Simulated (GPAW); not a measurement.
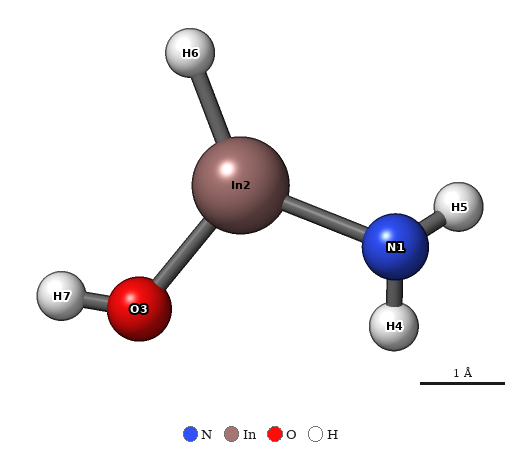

**Figure 1.** The structure (ball-and-stick view, seen on its broad side; atoms are numbered from 1 in the order of the input). Sticks mark near contacts. Bond lengths as drawn: H–In 1.70 Å, H–N 1.02 Å, H–O 0.96 Å, In–N 2.04 Å and In–O 1.95 Å.

# Property calculation of InNH₄O

The run: property calculation of InNH₄O, multiplicity 2. Method and program: PBE/real-space grid, UKS, scalar-relativistic datasets (GPAW 26.7.0).

Some settings of this run were made unusual or wrong on purpose. The geometry comes from this level: GFN2-xTB.

**Input (sp.py)**
```python
import numpy as np
from ase.io import read
from ase.units import Debye
from gpaw import GPAW

atoms = read('h4inno.xyz')
atoms.center(vacuum=4.5)
atoms.set_initial_magnetic_moments([1 / len(atoms)] * len(atoms))

dft = GPAW(mode='fd',
           h=0.2,
           xc='PBE',
           occupations={'name': 'fermi-dirac', 'width': 0.0, 'fixmagmom': True},
           maxiter=61,
           txt='-')
atoms.calc = dft

energy = atoms.get_potential_energy()
print(f'Energy: {energy:.5f} eV')
forces = atoms.get_forces()
print('Forces (eV/Ang)')
for symbol, f in zip(atoms.symbols, forces):
    print(f'{symbol:2} {f[0]:9.4f} {f[1]:9.4f} {f[2]:9.4f}')
dipole = atoms.get_dipole_moment() / Debye
print(f'Dipole                  {np.linalg.norm(dipole):.3f} D')
```

**File h4inno.xyz**
```
7

N     -1.082070     0.585080    -1.020580
In     0.281220     0.347320     0.475460
O      1.259290    -1.309070     0.182940
H     -1.188170    -0.343340    -1.424150
H     -2.002460     0.883350    -0.711800
H      0.730930     1.373290     1.758290
H      2.001260    -1.536620     0.739840
```

Hardware: 1 thread of Arm Neoverse V2, 24 GiB of memory available, shared host.

Command:
```bash
python3 sp.py
```

**Log**
```
__  _  _
 | _ |_)|_||  |
 |__||  | ||/\| - 26.7.0

units:  Angstrom and eV
cores:  1
OpenMP: False

Versions:
  Python: 3.12.14
  ASE:    3.29.0
  Numpy:  2.5.5
  Scipy:  1.18.1
  Libxc:  7.0.0

        _gpaw.cpython-312-aarch64-linux-gnu.so

Input parameters:
  mode=FD(),
  h=0.2,
  maxiter=61,
  occupations=Occupations(name='fermi-dirac', width=0.0, fixmagmom=True),
  xc=XC(name='PBE')

Diagonalizing LCAO Hamiltonian
Converting LCAO to fd mode
        .-------------------------------.
       /|                               |
      / |                               |
     /  |                               |
    /   |                               |
   /    |                               |
  /     |                               |
 *      |                               |
 |      |              H                |
 |      |                               |
 |      |            In                 |
 |      |                H              |
 |      |       H N    O                |
 |      |        H                      |
 |      |                               |
 |      .-------------------------------.
 |     /                               /
 |    /                               /
 |   /                               /
 |  /                               /
 | /                               /
 |/                               /
 *-------------------------------*

Atoms  # Å, Bohr magnetons
|   | symbol |        x |        y |        z |    initial magnetic moments |
|---|--------|----------|----------|----------|-----------------------------|
| 0 |      N | 5.420390 | 6.621700 | 4.903570 | ( 0.0000,  0.0000,  0.1429) |
| 1 |     In | 6.783680 | 6.383940 | 6.399610 | ( 0.0000,  0.0000,  0.1429) |
| 2 |      O | 7.761750 | 4.727550 | 6.107090 | ( 0.0000,  0.0000,  0.1429) |
| 3 |      H | 5.314290 | 5.693280 | 4.500000 | ( 0.0000,  0.0000,  0.1429) |
| 4 |      H | 4.500000 | 6.919970 | 5.212350 | ( 0.0000,  0.0000,  0.1429) |
| 5 |      H | 7.233390 | 7.409910 | 7.682440 | ( 0.0000,  0.0000,  0.1429) |
| 6 |      H | 8.503720 | 4.500000 | 6.663990 | ( 0.0000,  0.0000,  0.1429) |

Unit cell  # Å
| periodic |         x |         y |         z |   lengths |    angles |
|----------|-----------|-----------|-----------|-----------|-----------|
|       no | 13.003720 |  0.000000 |  0.000000 | 13.003720 | 90.000000 |
|       no |  0.000000 | 11.909910 |  0.000000 | 11.909910 | 90.000000 |
|       no |  0.000000 |  0.000000 | 12.182440 | 12.182440 | 90.000000 |

Number of symmetries: 1
Symmetry operations  # r_c * U_cc + t_c -> r_c
|   | kind |            matrix            |
|---|------|------------------------------|
| 0 |  E   |  1, 0, 0,  0, 1, 0,  0, 0, 1 |

BZ-sampling:
  Number of BZ points: 1
  Number of IBZ points: 1

  Monkhorst-Pack size: [1, 1, 1]
  Monkhorst-Pack shift: [0, 0, 0]

K-points  # in reciprocal-cell coordinates
|   |                                coordinates |     weight |
|---|--------------------------------------------|------------|
| 0 | (  0.00000000,   0.00000000,   0.00000000) | 1.00000000 |

Uniform wave function grid shape: (np.int64(63), np.int64(59), np.int64(59))
Spin-components: 2 (collinear spins)
Bands:           21
Projectors:      28
Spin-degeneracy: 1
Datatype:        float64

  Storage: CPU
  Wave functions: 73_685_808 bytes (73_685_808 per core)

Parallelization:
  kpt:    1
  domain: 1
  band:   1

Density:
  Valence electrons: 28.0
  Components: 2
  Grid points: [64 60 60]
  Charge: 0.0  # |e|

Potential:
  Grid points: [64 60 60]

species:
  N:
    name:    Nitrogen
    Z:       7.0
    valence: 5
    core:    2
    charge:  0.0  # [|e|]
    file:    N.PBE.gz
    compensation charges:
      type: gauss
      rc: 0.18  # [Å]
      lmax: 2
    cutoffs:
      filter: 1.11  # [Å]
      core: 0.96  # [Å]
    projectors
    | kind |    occ | energy [eV] | rcut [Å] |
    |------|--------|-------------|----------|
    |   2s |  2.000 |     -18.583 |    0.603 |
    |   2p |  3.000 |      -7.089 |    0.529 |
    |    s |        |       8.629 |    0.603 |
    |    p |        |      20.123 |    0.529 |
    |    d |        |       0.000 |    0.577 |

    Using partial waves for N as LCAO basis

  In:
    name:    Indium
    Z:       49.0
    valence: 13
    core:    36
    charge:  0.0  # [|e|]
    file:    In.PBE.gz
    compensation charges:
      type: gauss
      rc: 0.36  # [Å]
      lmax: 2
    cutoffs:
      filter: 2.09  # [Å]
      core: 2.48  # [Å]
    projectors
    | kind |    occ | energy [eV] | rcut [Å] |
    |------|--------|-------------|----------|
    |   5s |  2.000 |      -8.203 |    1.185 |
    |   5p |  1.000 |      -2.521 |    1.244 |
    |   4d | 10.000 |     -18.629 |    1.148 |
    |    s |        |      19.008 |    1.185 |
    |    p |        |      24.691 |    1.244 |
    |    d |        |       8.583 |    1.148 |

    Using partial waves for In as LCAO basis

  O:
    name:    Oxygen
    Z:       8.0
    valence: 6
    core:    2
    charge:  0.0  # [|e|]
    file:    O.PBE.gz
    compensation charges:
      type: gauss
      rc: 0.21  # [Å]
      lmax: 2
    cutoffs:
      filter: 1.17  # [Å]
      core: 0.83  # [Å]
    projectors
    | kind |    occ | energy [eV] | rcut [Å] |
    |------|--------|-------------|----------|
    |   2s |  2.000 |     -23.961 |    0.688 |
    |   2p |  4.000 |      -9.029 |    0.598 |
    |    s |        |       3.251 |    0.688 |
    |    p |        |      18.182 |    0.598 |
    |    d |        |       0.000 |    0.619 |

    Using partial waves for O as LCAO basis

  H:
    name:    Hydrogen
    Z:       1.0
    valence: 1
    core:    0
    charge:  0.0  # [|e|]
    file:    H.PBE.gz
    compensation charges:
      type: gauss
      rc: 0.15  # [Å]
      lmax: 2
    cutoffs:
      filter: 0.85  # [Å]
      core: 0.53  # [Å]
    projectors
    | kind |    occ | energy [eV] | rcut [Å] |
    |------|--------|-------------|----------|
    |   1s |  1.000 |      -6.494 |    0.476 |
    |    s |        |      20.717 |    0.476 |
    |    p |        |       0.000 |    0.476 |

    Using partial waves for H as LCAO basis

Reference energy: -163547.954114  # eV

eigensolver:
  PPCG
  Converge bands: occupied
  niter=2

density mixing:
  MSR1-Mixer
  Pratt-step length: 0.05
  Maximum mixing coefficient: 0.75
  Old densities: 10
  SVD Regularization: 0.005
  Good broyden scale: 1.0
  Trust region scale: 1.0
  Backstep threshold: 4.0
  History deletion threshold: 6.0
  Fourier metric: weight=20.0, sigma=0.015

occupation numbers:
  Fixed magnetic moment: 1.000
  # Zero width

FastPoissonSolver using
    Stencil: 6*3+1=19 point O(h^6) finite-difference Laplacian
    FFT axes: []
    FST axes: [np.int64(1), np.int64(2), np.int64(0)]

xc functional:
  name: PBE with 2 nearest neighbor stencil
interpolation: tri-quintic # 5. degree polynomial

Initialization done in: 1.805 s

convergence criteria:
- Maximum [total energy] change in last 3 cyles: 0.0005 eV / valence electron
- Maximum integral of absolute [dens]ity change: 0.0001 electrons / valence electron
- Maximum integral of absolute [eigenst]ate change: 4e-08 eV^2 / valence electron
maximum number of iterations: 61

SCF iterations
|iter     |     time |      energy | eigst |  dens |  magmom |
|---------|----------|-------------|-------|-------|---------|
|iter:   1| 00:00:03 |  -34.395389 | +0.89 |       |  +0.9923|
|iter:   2| 00:00:06 |  -33.008533 | -0.14 | -0.68 |  +0.9927|
|iter:   3| 00:00:08 |  -29.712194 | +0.11 | -0.74 |  +0.9961|
|iter:   4| 00:00:11 |  -29.609811 | -0.51 | -1.10 |  +0.9977|
|iter:   5| 00:00:13 |  -29.718181 | -1.02 | -1.35 |  +0.9988|
|iter:   6| 00:00:16 |  -29.611276 | -1.13 | -1.36 |  +0.9993|
|iter:   7| 00:00:18 |  -29.631211 | -1.44 | -1.65 |  +0.9999|
|iter:   8| 00:00:20 |  -29.626822 | -1.98 | -1.72 |  +0.9999|
|iter:   9| 00:00:23 |  -29.623871c| -2.53 | -1.91 |  +1.0000|
|iter:  10| 00:00:25 |  -29.623515c| -2.81 | -2.23 |  +1.0000|
|iter:  11| 00:00:28 |  -29.623653c| -3.50 | -2.87 |  +1.0000|
|iter:  12| 00:00:30 |  -29.623682c| -4.13 | -3.31 |  +1.0000|
|iter:  13| 00:00:33 |  -29.623689c| -4.67 | -3.58 |  +1.0000|
|iter:  14| 00:00:35 |  -29.623690c| -5.18 | -3.85 |  +1.0000|
|iter:  15| 00:00:38 |  -29.623691c| -5.56 | -4.26c|  +1.0000|
|iter:  16| 00:00:40 |  -29.623691c| -5.96 | -4.49c|  +1.0000|
|iter:  17| 00:00:42 |  -29.623691c| -6.35 | -5.09c|  +1.0000|
|iter:  18| 00:00:44 |  -29.623691c| -6.73 | -5.24c|  +1.0000|
|iter:  19| 00:00:46 |  -29.623691c| -7.18 | -5.54c|  +1.0000|
|iter:  20| 00:00:48 |  -29.623691c| -7.45c| -5.70c|  +1.0000|

Converged in 20 steps
SCF loop duration: 46.811 s (2.341 s/step)
Energy contributions relative to reference atoms: (reference = -163547.954114)

Energy contributions:
  Kinetic:          54.445788
  Coulomb:         -55.444853
  Zero:              1.317519
  External:          0.000000
  Xc:              -29.942145
  Entropy:           0.000000
  Spinorbit:         0.000000
  ----------------------------
  Free energy:     -29.623691
  Extrapolated:    -29.623691

dipole moment: (-0.043662, 0.185200, -0.094952)  # |e|*Ang

Total magnetic moment: (0.000000, 0.000000, 1.000000)

Local magnetic moments
|        x |        y |         z |
|----------|----------|-----------|
| 0.000000 | 0.000000 |  0.154734 |  # N    0
| 0.000000 | 0.000000 |  0.060059 |  # In   1
| 0.000000 | 0.000000 |  0.069079 |  # O    2
| 0.000000 | 0.000000 | -0.001515 |  # H    3
| 0.000000 | 0.000000 | -0.000828 |  # H    4
| 0.000000 | 0.000000 |  0.019078 |  # H    5
| 0.000000 | 0.000000 |  0.001110 |  # H    6

Fermi levels: -2.166, -6.661
Eigenvalues  # (at kpt = [0.000, 0.000, 0.000])
| band index |      eig [eV] | occ [0-1] |      eig [eV] | occ [0-1] |
|------------|---------------|-----------|---------------|-----------|
|          0 |       -24.137 |     1.000 |       -23.986 |     1.000 |
|        ... |               |           |               |           |
|          6 |       -18.462 |     1.000 |       -18.403 |     1.000 |
|          7 |       -12.507 |     1.000 |       -12.349 |     1.000 |
|          8 |       -11.796 |     1.000 |       -11.661 |     1.000 |
|          9 |       -10.011 |     1.000 |        -9.852 |     1.000 |
|         10 |        -8.757 |     1.000 |        -8.535 |     1.000 |
|         11 |        -7.786 |     1.000 |        -7.128 |     1.000 |
|         12 |        -7.269 |     1.000 |        -6.971 |     1.000 |
|         13 |        -7.118 |     1.000 |        -6.661 |     0.500 |
|         14 |        -2.166 |     0.500 |        -1.702 |     0.000 |
|         15 |        -1.791 |     0.000 |        -1.491 |     0.000 |
|         16 |        -0.778 |     0.000 |        -0.593 |     0.000 |
|         17 |        -0.210 |     0.000 |         0.076 |     0.000 |
|         18 |         0.254 |     0.000 |         0.577 |     0.000 |
|         19 |         0.763 |     0.000 |         1.016 |     0.000 |
|         20 |         1.092 |     0.000 |         1.370 |     0.000 |

Gap: 4.495 eV
Transition (v -> c):
  (s=1, k=0, n=13, [0.00, 0.00, 0.00]) -> (s=0, k=0, n=14, [0.00, 0.00, 0.00])
No difference between direct/indirect transitions
vacuum-level: 0.000  # V
Energy: -29.62369 eV

Forces  # eV/Ang
|        x |        y |        z |
|----------|----------|----------|
| -0.04131 | -0.29472 | -0.86336 |  # N    0
| -0.42171 |  0.78062 |  1.97339 |  # In   1
|  0.34181 | -1.18674 | -1.36976 |  # O    2
| -0.23773 | -0.17789 | -0.49426 |  # H    3
| -0.28431 |  0.29097 | -0.08617 |  # H    4
|  0.31898 |  0.56252 |  0.03518 |  # H    5
|  0.54495 | -0.14434 |  0.59612 |  # H    6

Force computation time: 0.102  # s
Forces (eV/Ang)
N    -0.0413   -0.2947   -0.8634
In   -0.4217    0.7806    1.9734
O     0.3418   -1.1867   -1.3698
H    -0.2377   -0.1779   -0.4943
H    -0.2843    0.2910   -0.0862
H     0.3190    0.5625    0.0352
H     0.5449   -0.1443    0.5961
Dipole                  1.021 D
```

**What the run reported**

```tsv
quantity	value
outcome	converged
energy relative to the program's reference atoms	−29.6237 eV
largest force	2.164 eV/Å
dipole moment	1.02 D
wall time	49 s
peak memory	0.88 GiB
```

Some settings of this run were drawn to be unusual or wrong (mult set to 2). It converged; results that depend on the unusual settings are not reference values. Further notes kept with the run: fractional occupations.
